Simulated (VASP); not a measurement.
Band structure of VAl (relaxed from the zinc blende structure, space group F-43m). Calculation: PBEsol GGA, VASP's PBE PAW potentials (set 64) (plane waves; VASP).

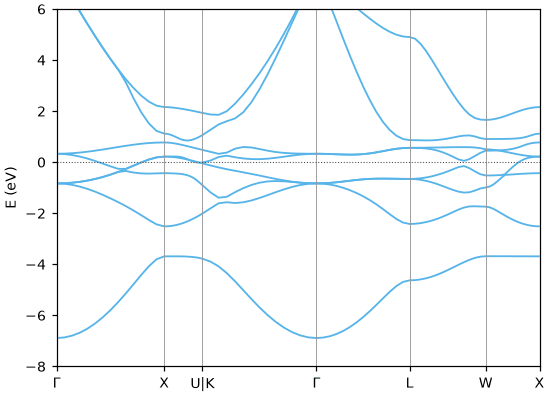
Figure: Bands along high-symmetry lines, zero at the valence-band maximum or, without a gap, the Fermi level

Task: Read the plot: is there a gap, and where are the band edges?

Result: It has no gap at this level: it comes out as a metal or semimetal. (Edges off the drawn lines would not show.)

The structure was generated: VAl was put into the zinc blende type (F-43m), which need not be its known phase. It was relaxed first, which changed the volume by -28 %. The run is not spin-polarised, so no magnetic state was tried.
